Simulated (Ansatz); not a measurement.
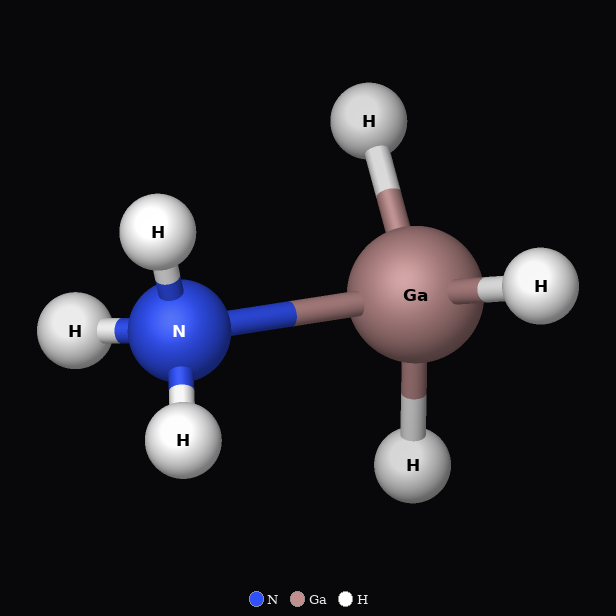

Geometry: moved along internal coordinates away from the minimum. Method: RKS PBE0-D4/def2-TZVPP (Ansatz 0.2.0).

**Estimate the dispersion correction.**

−8.6 kJ/mol.
